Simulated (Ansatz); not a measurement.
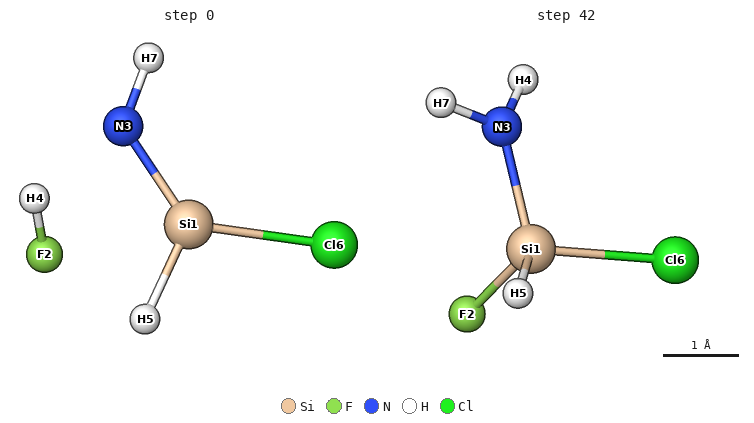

The structure of SiNH3ClF before (left) and after (right) a relaxation, at one scale.

The picture is a ball-and-stick view, seen at a tilt.

The run prepares an end point of a later path (reaction) calculation, from a guessed geometry.

The calculation used Ansatz, UKS PBE0/6-31G*. Settings: collinear spin; force threshold 0.03 eV/Å; at most 50 steps.

### What changed between the two?

The energy falls by 87.9 kcal/mol in 36 accepted moves (42 points after the start). The largest force component goes from 1.2 to 0.0048 eV/Å. The line search rejected the trial steps at points 18, 29, 32, 35, 38, 41 of the run. The forces were under the threshold at step 39, but the run went on from there. The largest move after the best rigid fit is that of H4, 2.25 Å. By element the largest moves are H 2.25 Å, F 1.20 Å, Cl 0.85 Å, Si 0.79 Å, N 0.51 Å. Near-neighbour distances that change, for instance: F2–H4 0.920 → 3.272 Å, Si1–F2 2.976 → 1.606 Å, N3–H4 2.315 → 1.011 Å, Si1–N3 1.595 → 1.697 Å. New bonds form, among them: N3–H4 (2.31 → 1.01 Å), Si1–F2 (2.98 → 1.61 Å). Bonds break, among them: F2–H4 (0.92 → 3.27 Å). Bond angles that change, for instance: N3–Si1–Cl6 130.4° → 107.4°, N3–Si1–H5 119.8° → 110.1°, Si1–N3–H7 124.5° → 120.8°. Cost: 110 s on 2 threads of Arm Neoverse V1, with other jobs on the host, peak memory 0.2 GiB.

Limits of the set-up: the start holds two separate molecules, 2.3 Å apart at their closest, whose relative position is a soft coordinate and is computed without a dispersion correction.
